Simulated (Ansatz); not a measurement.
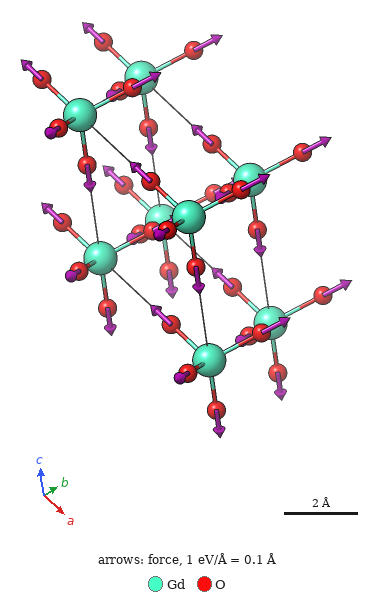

Starting geometry of solid GdO$_{4}$ (a generated structure, set up in I-43m) (coarse preliminary run) with the computed forces as purple arrows. Style: ball-and-stick. Shown: the cell of the calculation, slightly off an axis.

The calculation used Ansatz, DFT PBE, scalar-relativistic, plane waves, PAW. Set-up: plane-wave cutoff 420 eV; k-point mesh 4 × 4 × 4; occupations gaussian; smearing width 0.1 eV; collinear spin; cell and atoms relaxed; force threshold 0.04 eV/Å; at most 70 steps.

What follows when this structure is relaxed?

Answer. It isn't relaxed: the largest force vector, on O atoms, is 9.26 eV/Å. The atoms end up moving mostly along the starting forces (cosine between the two patterns 1.00). The largest moves relative to the cell, 0.71 Å, are those of O atoms. Gd stays in place. The volume changes by +0.4 %, with a = b = c 4.705 → 4.711 Å (+0.1 %). Among the contacts that change: Gd–O 1.645 → 2.355 Å, Gd–O 3.060 → 2.355 Å. New bonds form: Gd–O (3.06 → 2.36 Å). The space group (tolerance 0.01 Å) goes from I-43m (No. 217) to Im-3m (No. 229). After 6 accepted moves (7 points after the start) the energy has fallen by 1910 meV per atom. The largest force component goes from 5.3 to 0.00048 eV/Å. Pressure: 42.25 GPa at the start and −0.18 GPa at the end. At 1 point the geometry stayed and the basis and grid were re-selected for the new cell (energy shift of 0.1 meV per atom at most each time). The run may lie on a higher electronic state than the lowest, so the end point isn't shown to be the ground-state structure. The run took 53 s on 1 thread of Arm Neoverse V1, on a shared host, peak memory 0.33 GiB.
